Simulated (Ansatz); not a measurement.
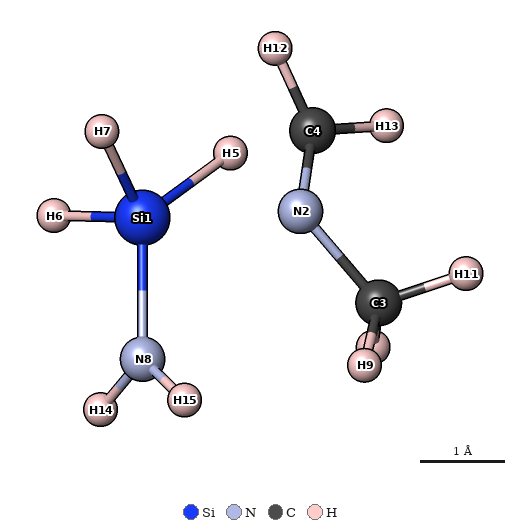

The input geometry (ball-and-stick view, seen at a tilt; atoms are numbered from 1 in the order of the input).

# Molecular dynamics, with input and output: C₂H₁₀N₂Si (part 1 of 4)

- system: C₂H₁₀N₂Si
- method: UKS PBE0/def2-SVP (Ansatz 0.2.0)

It belongs to a series of runs on one base structure; here: dynamics from the highest image of the converged band. Figures and captions count atoms from 1; the log counts them from 0 in places.

What the program printed
```
Engine: ansatz 0.2.0, aarch64-unknown-linux-gnu
Functional definition: PBE0
  parameter a = 0.25
  parameter kappa = 0.804
  parameter beta = 0.06672455060314922
  exchange = (1 - a)*pbe_x(kappa = kappa, mu = beta*pi^2/3) + a*exact_x
  correlation = pbe_c(beta = beta)
1378 factors; integrals over basis functions are off by at most 4.8e-4 eV
mean field evaluation 1: about -13066.9360 eV, gradient 4.7e1 eV
mean field evaluation 2: about -13049.4379 eV, gradient 7.5e1 eV
mean field evaluation 4: about -13076.4026 eV, gradient 4.2e0 eV
mean field evaluation 8: about -13076.5071 eV, gradient 5.5e-2 eV
mean field evaluation 16: about -13076.5071 eV, gradient 8.0e-5 eV
mean field -13076.50707928 eV, -480.5527715885 hartree, gradient 8.0e-5 eV, S^2 0.000000; 0 other end points of the search recorded, 0 dependent functions left out
the calculation of the forces begins
reference -13076.50710867 eV, -480.5527726689 hartree; 25, 25 occupied and 99, 99 virtual orbitals, 1378 factors
md step     0: t =     0.00 fs  T =   100.0 K  F+E_penalty+E_count = -13076.50707928 eV  E_kin = 0.168038 eV  conserved = -13076.33904128 eV  (30 SCF iters)
these checks for a lower state are left out or cut short: starts, cluster_reference, orbital_swaps, neighbouring_geometries, increment
1378 factors; integrals over basis functions are off by at most 4.8e-4 eV
mean field -13076.49978618 eV, -480.5525035721 hartree, gradient 1.1e-5 eV, S^2 0.000000; 0 other end points of the search recorded, 0 dependent functions left out
the calculation of the forces begins
reference -13076.49981556 eV, -480.5525046519 hartree; 25, 25 occupied and 99, 99 virtual orbitals, 1378 factors
md step     1: t =     0.50 fs  T =    95.8 K  F+E_penalty+E_count = -13076.49978618 eV  E_kin = 0.160944 eV  conserved = -13076.33884232 eV  (29 SCF iters)
[... from here on the SCF iterations and repeated set-up lines of each step are left out, up to the last step ...]
md step     2: t =     1.00 fs  T =    84.5 K  F+E_penalty+E_count = -13076.48049843 eV  E_kin = 0.142051 eV  conserved = -13076.33844784 eV  (28 SCF iters)
md step     3: t =     1.50 fs  T =    69.8 K  F+E_penalty+E_count = -13076.45521501 eV  E_kin = 0.117221 eV  conserved = -13076.33799426 eV  (28 SCF iters)
md step     4: t =     2.00 fs  T =    55.5 K  F+E_penalty+E_count = -13076.43095235 eV  E_kin = 0.093334 eV  conserved = -13076.33761851 eV  (29 SCF iters)
md step     5: t =     2.50 fs  T =    45.3 K  F+E_penalty+E_count = -13076.41358286 eV  E_kin = 0.076165 eV  conserved = -13076.33741810 eV  (27 SCF iters)
md step     6: t =     3.00 fs  T =    41.0 K  F+E_penalty+E_count = -13076.40627631 eV  E_kin = 0.068851 eV  conserved = -13076.33742537 eV  (28 SCF iters)
md step     7: t =     3.50 fs  T =    42.5 K  F+E_penalty+E_count = -13076.40895594 eV  E_kin = 0.071349 eV  conserved = -13076.33760731 eV  (28 SCF iters)
md step     8: t =     4.00 fs  T =    48.1 K  F+E_penalty+E_count = -13076.41878661 eV  E_kin = 0.080897 eV  conserved = -13076.33788965 eV  (29 SCF iters)
md step     9: t =     4.50 fs  T =    55.4 K  F+E_penalty+E_count = -13076.43133168 eV  E_kin = 0.093142 eV  conserved = -13076.33819015 eV  (29 SCF iters)
md step    10: t =     5.00 fs  T =    61.6 K  F+E_penalty+E_count = -13076.44187683 eV  E_kin = 0.103438 eV  conserved = -13076.33843906 eV  (29 SCF iters)
md step    11: t =     5.50 fs  T =    64.3 K  F+E_penalty+E_count = -13076.44658225 eV  E_kin = 0.108001 eV  conserved = -13076.33858150 eV  (28 SCF iters)
md step    12: t =     6.00 fs  T =    62.4 K  F+E_penalty+E_count = -13076.44338590 eV  E_kin = 0.104812 eV  conserved = -13076.33857430 eV  (30 SCF iters)
md step    13: t =     6.50 fs  T =    56.1 K  F+E_penalty+E_count = -13076.43267732 eV  E_kin = 0.094284 eV  conserved = -13076.33839320 eV  (30 SCF iters)
md step    14: t =     7.00 fs  T =    47.3 K  F+E_penalty+E_count = -13076.41759326 eV  E_kin = 0.079529 eV  conserved = -13076.33806423 eV  (29 SCF iters)
md step    15: t =     7.50 fs  T =    39.2 K  F+E_penalty+E_count = -13076.40349360 eV  E_kin = 0.065800 eV  conserved = -13076.33769322 eV  (29 SCF iters)
md step    16: t =     8.00 fs  T =    35.0 K  F+E_penalty+E_count = -13076.39623566 eV  E_kin = 0.058785 eV  conserved = -13076.33745032 eV  (29 SCF iters)
md step    17: t =     8.50 fs  T =    37.0 K  F+E_penalty+E_count = -13076.39957673 eV  E_kin = 0.062098 eV  conserved = -13076.33747894 eV  (29 SCF iters)
md step    18: t =     9.00 fs  T =    44.8 K  F+E_penalty+E_count = -13076.41305820 eV  E_kin = 0.075270 eV  conserved = -13076.33778815 eV  (28 SCF iters)
md step    19: t =     9.50 fs  T =    55.7 K  F+E_penalty+E_count = -13076.43190858 eV  E_kin = 0.093678 eV  conserved = -13076.33823050 eV  (30 SCF iters)
md step    20: t =    10.00 fs  T =    65.9 K  F+E_penalty+E_count = -13076.44925702 eV  E_kin = 0.110659 eV  conserved = -13076.33859764 eV  (31 SCF iters)
md step    21: t =    10.50 fs  T =    71.7 K  F+E_penalty+E_count = -13076.45927199 eV  E_kin = 0.120524 eV  conserved = -13076.33874806 eV  (30 SCF iters)
md step    22: t =    11.00 fs  T =    71.8 K  F+E_penalty+E_count = -13076.45935585 eV  E_kin = 0.120689 eV  conserved = -13076.33866677 eV  (30 SCF iters)
md step    23: t =    11.50 fs  T =    66.7 K  F+E_penalty+E_count = -13076.45048994 eV  E_kin = 0.112059 eV  conserved = -13076.33843045 eV  (29 SCF iters)
md step    24: t =    12.00 fs  T =    58.3 K  F+E_penalty+E_count = -13076.43614160 eV  E_kin = 0.097999 eV  conserved = -13076.33814241 eV  (30 SCF iters)
md step    25: t =    12.50 fs  T =    49.3 K  F+E_penalty+E_count = -13076.42069986 eV  E_kin = 0.082816 eV  conserved = -13076.33788356 eV  (30 SCF iters)
md step    26: t =    13.00 fs  T =    41.9 K  F+E_penalty+E_count = -13076.40819118 eV  E_kin = 0.070492 eV  conserved = -13076.33769924 eV  (28 SCF iters)
md step    27: t =    13.50 fs  T =    38.0 K  F+E_penalty+E_count = -13076.40151559 eV  E_kin = 0.063906 eV  conserved = -13076.33760910 eV  (28 SCF iters)
md step    28: t =    14.00 fs  T =    38.4 K  F+E_penalty+E_count = -13076.40210093 eV  E_kin = 0.064484 eV  conserved = -13076.33761719 eV  (29 SCF iters)
md step    29: t =    14.50 fs  T =    42.9 K  F+E_penalty+E_count = -13076.40981548 eV  E_kin = 0.072098 eV  conserved = -13076.33771794 eV  (29 SCF iters)
md step    30: t =    15.00 fs  T =    50.7 K  F+E_penalty+E_count = -13076.42304809 eV  E_kin = 0.085150 eV  conserved = -13076.33789835 eV  (30 SCF iters)
md step    31: t =    15.50 fs  T =    60.0 K  F+E_penalty+E_count = -13076.43894166 eV  E_kin = 0.100808 eV  conserved = -13076.33813328 eV  (30 SCF iters)
md step    32: t =    16.00 fs  T =    68.7 K  F+E_penalty+E_count = -13076.45383206 eV  E_kin = 0.115452 eV  conserved = -13076.33837978 eV  (29 SCF iters)
md step    33: t =    16.50 fs  T =    74.6 K  F+E_penalty+E_count = -13076.46397256 eV  E_kin = 0.125401 eV  conserved = -13076.33857162 eV  (29 SCF iters)
md step    34: t =    17.00 fs  T =    76.2 K  F+E_penalty+E_count = -13076.46659246 eV  E_kin = 0.127965 eV  conserved = -13076.33862737 eV  (29 SCF iters)
md step    35: t =    17.50 fs  T =    73.0 K  F+E_penalty+E_count = -13076.46113676 eV  E_kin = 0.122653 eV  conserved = -13076.33848341 eV  (30 SCF iters)
md step    36: t =    18.00 fs  T =    66.7 K  F+E_penalty+E_count = -13076.45017060 eV  E_kin = 0.112024 eV  conserved = -13076.33814631 eV  (30 SCF iters)
md step    37: t =    18.50 fs  T =    60.4 K  F+E_penalty+E_count = -13076.43916292 eV  E_kin = 0.101432 eV  conserved = -13076.33773067 eV  (30 SCF iters)
md step    38: t =    19.00 fs  T =    57.9 K  F+E_penalty+E_count = -13076.43464421 eV  E_kin = 0.097213 eV  conserved = -13076.33743127 eV  (30 SCF iters)
md step    39: t =    19.50 fs  T =    61.8 K  F+E_penalty+E_count = -13076.44125147 eV  E_kin = 0.103841 eV  conserved = -13076.33741028 eV  (30 SCF iters)
md step    40: t =    20.00 fs  T =    72.4 K  F+E_penalty+E_count = -13076.45930058 eV  E_kin = 0.121612 eV  conserved = -13076.33768867 eV  (29 SCF iters)
md step    41: t =    20.50 fs  T =    87.1 K  F+E_penalty+E_count = -13076.48448017 eV  E_kin = 0.146349 eV  conserved = -13076.33813088 eV  (29 SCF iters)
md step    42: t =    21.00 fs  T =   102.0 K  F+E_penalty+E_count = -13076.50986939 eV  E_kin = 0.171331 eV  conserved = -13076.33853848 eV  (31 SCF iters)
md step    43: t =    21.50 fs  T =   113.2 K  F+E_penalty+E_count = -13076.52896118 eV  E_kin = 0.190204 eV  conserved = -13076.33875732 eV  (29 SCF iters)
md step    44: t =    22.00 fs  T =   118.6 K  F+E_penalty+E_count = -13076.53808895 eV  E_kin = 0.199358 eV  conserved = -13076.33873074 eV  (29 SCF iters)
md step    45: t =    22.50 fs  T =   118.4 K  F+E_penalty+E_count = -13076.53740607 eV  E_kin = 0.198914 eV  conserved = -13076.33849206 eV  (30 SCF iters)
md step    46: t =    23.00 fs  T =   114.4 K  F+E_penalty+E_count = -13076.53044013 eV  E_kin = 0.192306 eV  conserved = -13076.33813395 eV  (30 SCF iters)
md step    47: t =    23.50 fs  T =   110.0 K  F+E_penalty+E_count = -13076.52268064 eV  E_kin = 0.184910 eV  conserved = -13076.33777071 eV  (30 SCF iters)
md step    48: t =    24.00 fs  T =   108.5 K  F+E_penalty+E_count = -13076.51978507 eV  E_kin = 0.182281 eV  conserved = -13076.33750435 eV  (30 SCF iters)
md step    49: t =    24.50 fs  T =   112.2 K  F+E_penalty+E_count = -13076.52594916 eV  E_kin = 0.188549 eV  conserved = -13076.33740013 eV  (28 SCF iters)
md step    50: t =    25.00 fs  T =   122.2 K  F+E_penalty+E_count = -13076.54284575 eV  E_kin = 0.205371 eV  conserved = -13076.33747511 eV  (29 SCF iters)
md step    51: t =    25.50 fs  T =   137.8 K  F+E_penalty+E_count = -13076.56931711 eV  E_kin = 0.231613 eV  conserved = -13076.33770383 eV  (29 SCF iters)
md step    52: t =    26.00 fs  T =   157.0 K  F+E_penalty+E_count = -13076.60177213 eV  E_kin = 0.263743 eV  conserved = -13076.33802865 eV  (31 SCF iters)
md step    53: t =    26.50 fs  T =   176.6 K  F+E_penalty+E_count = -13076.63512375 eV  E_kin = 0.296754 eV  conserved = -13076.33837012 eV  (30 SCF iters)
md step    54: t =    27.00 fs  T =   193.7 K  F+E_penalty+E_count = -13076.66408974 eV  E_kin = 0.325454 eV  conserved = -13076.33863556 eV  (30 SCF iters)
md step    55: t =    27.50 fs  T =   205.9 K  F+E_penalty+E_count = -13076.68469670 eV  E_kin = 0.345964 eV  conserved = -13076.33873237 eV  (31 SCF iters)
md step    56: t =    28.00 fs  T =   212.5 K  F+E_penalty+E_count = -13076.69573909 eV  E_kin = 0.357144 eV  conserved = -13076.33859479 eV  (30 SCF iters)
md step    57: t =    28.50 fs  T =   215.1 K  F+E_penalty+E_count = -13076.69972364 eV  E_kin = 0.361492 eV  conserved = -13076.33823168 eV  (30 SCF iters)
md step    58: t =    29.00 fs  T =   217.1 K  F+E_penalty+E_count = -13076.70260700 eV  E_kin = 0.364843 eV  conserved = -13076.33776364 eV  (30 SCF iters)
md step    59: t =    29.50 fs  T =   222.8 K  F+E_penalty+E_count = -13076.71183438 eV  E_kin = 0.374432 eV  conserved = -13076.33740243 eV  (30 SCF iters)
md step    60: t =    30.00 fs  T =   235.5 K  F+E_penalty+E_count = -13076.73306856 eV  E_kin = 0.395720 eV  conserved = -13076.33734872 eV  (29 SCF iters)
md step    61: t =    30.50 fs  T =   255.6 K  F+E_penalty+E_count = -13076.76718433 eV  E_kin = 0.429528 eV  conserved = -13076.33765669 eV  (30 SCF iters)
md step    62: t =    31.00 fs  T =   280.5 K  F+E_penalty+E_count = -13076.80948459 eV  E_kin = 0.471300 eV  conserved = -13076.33818424 eV  (30 SCF iters)
md step    63: t =    31.50 fs  T =   305.4 K  F+E_penalty+E_count = -13076.85185236 eV  E_kin = 0.513174 eV  conserved = -13076.33867823 eV  (31 SCF iters)
md step    64: t =    32.00 fs  T =   325.9 K  F+E_penalty+E_count = -13076.88657982 eV  E_kin = 0.547654 eV  conserved = -13076.33892610 eV  (30 SCF iters)
md step    65: t =    32.50 fs  T =   339.7 K  F+E_penalty+E_count = -13076.90964854 eV  E_kin = 0.570793 eV  conserved = -13076.33885544 eV  (29 SCF iters)
md step    66: t =    33.00 fs  T =   347.2 K  F+E_penalty+E_count = -13076.92194128 eV  E_kin = 0.583409 eV  conserved = -13076.33853237 eV  (30 SCF iters)
md step    67: t =    33.50 fs  T =   351.2 K  F+E_penalty+E_count = -13076.92829889 eV  E_kin = 0.590195 eV  conserved = -13076.33810438 eV  (30 SCF iters)
md step    68: t =    34.00 fs  T =   355.6 K  F+E_penalty+E_count = -13076.93528421 eV  E_kin = 0.597556 eV  conserved = -13076.33772788 eV  (30 SCF iters)
md step    69: t =    34.50 fs  T =   363.7 K  F+E_penalty+E_count = -13076.94874779 eV  E_kin = 0.611233 eV  conserved = -13076.33751516 eV  (30 SCF iters)
md step    70: t =    35.00 fs  T =   377.6 K  F+E_penalty+E_count = -13076.97203469 eV  E_kin = 0.634526 eV  conserved = -13076.33750910 eV  (30 SCF iters)
md step    71: t =    35.50 fs  T =   397.3 K  F+E_penalty+E_count = -13077.00526519 eV  E_kin = 0.667582 eV  conserved = -13076.33768318 eV  (30 SCF iters)
md step    72: t =    36.00 fs  T =   421.2 K  F+E_penalty+E_count = -13077.04571277 eV  E_kin = 0.707749 eV  conserved = -13076.33796381 eV  (29 SCF iters)
md step    73: t =    36.50 fs  T =   446.7 K  F+E_penalty+E_count = -13077.08895443 eV  E_kin = 0.750695 eV  conserved = -13076.33825949 eV  (30 SCF iters)
md step    74: t =    37.00 fs  T =   471.2 K  F+E_penalty+E_count = -13077.13030294 eV  E_kin = 0.791808 eV  conserved = -13076.33849456 eV  (29 SCF iters)
md step    75: t =    37.50 fs  T =   492.4 K  F+E_penalty+E_count = -13077.16603518 eV  E_kin = 0.827411 eV  conserved = -13076.33862377 eV  (29 SCF iters)
md step    76: t =    38.00 fs  T =   509.1 K  F+E_penalty+E_count = -13077.19415726 eV  E_kin = 0.855528 eV  conserved = -13076.33862904 eV  (29 SCF iters)
md step    77: t =    38.50 fs  T =   521.4 K  F+E_penalty+E_count = -13077.21471125 eV  E_kin = 0.876200 eV  conserved = -13076.33851091 eV  (30 SCF iters)
md step    78: t =    39.00 fs  T =   530.5 K  F+E_penalty+E_count = -13077.22975875 eV  E_kin = 0.891475 eV  conserved = -13076.33828415 eV  (29 SCF iters)
md step    79: t =    39.50 fs  T =   538.6 K  F+E_penalty+E_count = -13077.24307859 eV  E_kin = 0.905084 eV  conserved = -13076.33799468 eV  (30 SCF iters)
md step    80: t =    40.00 fs  T =   548.5 K  F+E_penalty+E_count = -13077.25935196 eV  E_kin = 0.921614 eV  conserved = -13076.33773774 eV  (30 SCF iters)
md step    81: t =    40.50 fs  T =   562.4 K  F+E_penalty+E_count = -13077.28262863 eV  E_kin = 0.944990 eV  conserved = -13076.33763845 eV  (29 SCF iters)
md step    82: t =    41.00 fs  T =   581.2 K  F+E_penalty+E_count = -13077.31444650 eV  E_kin = 0.976672 eV  conserved = -13076.33777434 eV  (31 SCF iters)
md step    83: t =    41.50 fs  T =   603.8 K  F+E_penalty+E_count = -13077.35271813 eV  E_kin = 1.014615 eV  conserved = -13076.33810330 eV  (29 SCF iters)
md step    84: t =    42.00 fs  T =   627.2 K  F+E_penalty+E_count = -13077.39239179 eV  E_kin = 1.053917 eV  conserved = -13076.33847507 eV  (32 SCF iters)
md step    85: t =    42.50 fs  T =   648.1 K  F+E_penalty+E_count = -13077.42771580 eV  E_kin = 1.088994 eV  conserved = -13076.33872220 eV  (35 SCF iters)
md step    86: t =    43.00 fs  T =   664.1 K  F+E_penalty+E_count = -13077.45477168 eV  E_kin = 1.116017 eV  conserved = -13076.33875487 eV  (35 SCF iters)
md step    87: t =    43.50 fs  T =   675.0 K  F+E_penalty+E_count = -13077.47287684 eV  E_kin = 1.134285 eV  conserved = -13076.33859188 eV  (34 SCF iters)
md step    88: t =    44.00 fs  T =   682.0 K  F+E_penalty+E_count = -13077.48436405 eV  E_kin = 1.146037 eV  conserved = -13076.33832660 eV  (34 SCF iters)
md step    89: t =    44.50 fs  T =   687.4 K  F+E_penalty+E_count = -13077.49319616 eV  E_kin = 1.155126 eV  conserved = -13076.33807049 eV  (30 SCF iters)
md step    90: t =    45.00 fs  T =   693.5 K  F+E_penalty+E_count = -13077.50326880 eV  E_kin = 1.165366 eV  conserved = -13076.33790301 eV  (31 SCF iters)
md step    91: t =    45.50 fs  T =   701.8 K  F+E_penalty+E_count = -13077.51715753 eV  E_kin = 1.179306 eV  conserved = -13076.33785131 eV  (29 SCF iters)
md step    92: t =    46.00 fs  T =   712.8 K  F+E_penalty+E_count = -13077.53566905 eV  E_kin = 1.197776 eV  conserved = -13076.33789303 eV  (30 SCF iters)
md step    93: t =    46.50 fs  T =   726.1 K  F+E_penalty+E_count = -13077.55813308 eV  E_kin = 1.220147 eV  conserved = -13076.33798595 eV  (32 SCF iters)
md step    94: t =    47.00 fs  T =   740.9 K  F+E_penalty+E_count = -13077.58302267 eV  E_kin = 1.244924 eV  conserved = -13076.33809863 eV  (35 SCF iters)
md step    95: t =    47.50 fs  T =   755.9 K  F+E_penalty+E_count = -13077.60845102 eV  E_kin = 1.270228 eV  conserved = -13076.33822287 eV  (36 SCF iters)
md step    96: t =    48.00 fs  T =   770.1 K  F+E_penalty+E_count = -13077.63235723 eV  E_kin = 1.293997 eV  conserved = -13076.33836003 eV  (34 SCF iters)
md step    97: t =    48.50 fs  T =   782.0 K  F+E_penalty+E_count = -13077.65257761 eV  E_kin = 1.314087 eV  conserved = -13076.33849024 eV  (35 SCF iters)
md step    98: t =    49.00 fs  T =   790.7 K  F+E_penalty+E_count = -13077.66720478 eV  E_kin = 1.328645 eV  conserved = -13076.33855956 eV  (35 SCF iters)
md step    99: t =    49.50 fs  T =   795.6 K  F+E_penalty+E_count = -13077.67541740 eV  E_kin = 1.336918 eV  conserved = -13076.33849936 eV  (35 SCF iters)
md step   100: t =    50.00 fs  T =   797.6 K  F+E_penalty+E_count = -13077.67846695 eV  E_kin = 1.340188 eV  conserved = -13076.33827886 eV  (35 SCF iters)
md step   101: t =    50.50 fs  T =   798.7 K  F+E_penalty+E_count = -13077.68005333 eV  E_kin = 1.342100 eV  conserved = -13076.33795317 eV  (33 SCF iters)
md step   102: t =    51.00 fs  T =   802.0 K  F+E_penalty+E_count = -13077.68538434 eV  E_kin = 1.347718 eV  conserved = -13076.33766669 eV  (34 SCF iters)
md step   103: t =    51.50 fs  T =   810.2 K  F+E_penalty+E_count = -13077.69894465 eV  E_kin = 1.361365 eV  conserved = -13076.33758005 eV  (31 SCF iters)
md step   104: t =    52.00 fs  T =   823.8 K  F+E_penalty+E_count = -13077.72207778 eV  E_kin = 1.384314 eV  conserved = -13076.33776411 eV  (31 SCF iters)
md step   105: t =    52.50 fs  T =   841.4 K  F+E_penalty+E_count = -13077.75194500 eV  E_kin = 1.413802 eV  conserved = -13076.33814283 eV  (34 SCF iters)
md step   106: t =    53.00 fs  T =   859.4 K  F+E_penalty+E_count = -13077.78266594 eV  E_kin = 1.444124 eV  conserved = -13076.33854149 eV  (34 SCF iters)
md step   107: t =    53.50 fs  T =   874.3 K  F+E_penalty+E_count = -13077.80796629 eV  E_kin = 1.469178 eV  conserved = -13076.33878822 eV  (34 SCF iters)
md step   108: t =    54.00 fs  T =   883.7 K  F+E_penalty+E_count = -13077.82380569 eV  E_kin = 1.485006 eV  conserved = -13076.33879955 eV  (35 SCF iters)
md step   109: t =    54.50 fs  T =   887.4 K  F+E_penalty+E_count = -13077.82973461 eV  E_kin = 1.491140 eV  conserved = -13076.33859497 eV  (34 SCF iters)
md step   110: t =    55.00 fs  T =   886.9 K  F+E_penalty+E_count = -13077.82867355 eV  E_kin = 1.490407 eV  conserved = -13076.33826649 eV  (34 SCF iters)
md step   111: t =    55.50 fs  T =   885.3 K  F+E_penalty+E_count = -13077.82553771 eV  E_kin = 1.487605 eV  conserved = -13076.33793224 eV  (34 SCF iters)
md step   112: t =    56.00 fs  T =   885.3 K  F+E_penalty+E_count = -13077.82541173 eV  E_kin = 1.487717 eV  conserved = -13076.33769461 eV  (34 SCF iters)
md step   113: t =    56.50 fs  T =   889.3 K  F+E_penalty+E_count = -13077.83192790 eV  E_kin = 1.494312 eV  conserved = -13076.33761622 eV  (29 SCF iters)
md step   114: t =    57.00 fs  T =   897.8 K  F+E_penalty+E_count = -13077.84627399 eV  E_kin = 1.508568 eV  conserved = -13076.33770573 eV  (29 SCF iters)
```
